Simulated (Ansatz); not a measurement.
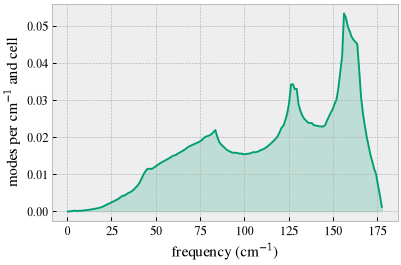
Fig. 1. Phonon density of states of Ca (bcc (W type), Im-3m), 1 atoms a cell, the program Ansatz at the LDA level (PAW)

**Question.** Estimate the mean frequency and the zero-point energy.

**Answer.** The mean is about 120 cm⁻¹, and (3/2)ħ⟨ω⟩ gives 21.7 meV/atom.

**Question.** What share of the Dulong–Petit heat capacity is reached at 100 K and at 300 K?

**Answer.** 78 % and 97 %.

This is a known high-temperature phase of the composition, computed here at zero pressure and temperature. The cell was relaxed with LDA under the symmetry of its start; phonons on a q-mesh show no instability. As this level gives no gap, phonon frequencies hold no LO–TO term and depend on the k-mesh and smearing (Fermi–Dirac, 0.1 eV here).

Potentials: the later of the program's two PAW sets.
